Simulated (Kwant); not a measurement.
Model system: wire with a side stub in a Ge (holes) two-dimensional gas. Effective mass 0.06 mₑ, grid spacing 1.7 nm, hard walls, nominal width 40 nm (23 grid rows, so walls 40.8 nm apart), one parabolic valley, scattering region 120 nm long along x; energies count from the band bottom; Fermi energy swept from 0.0031336 to 0.037211 eV. Closed stub on one side, 42 nm wide and 45 nm deep.

The device is made up for the run: typed textbook-type constants, with dimensions and the other settings drawn at random.

Computed with Kwant: effective-mass tight-binding model on a square grid, one spin, coherent transport at 0 K. Conductance is in e²/h.

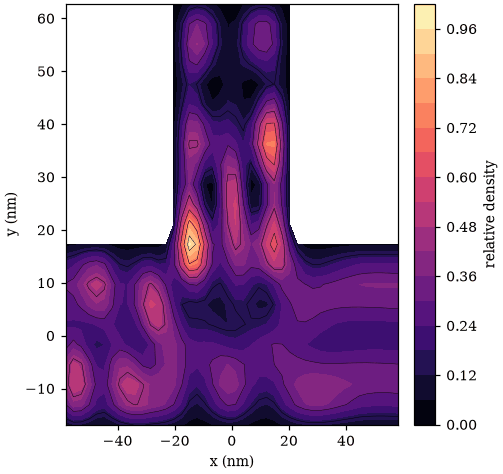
Fig. 1. Density of the scattering states that come in from the left lead, at energy = 0.028907 eV, in bins, relative to the largest site value

The conductance there is 1.91 e²/h with 2 open channel(s) in the leads.
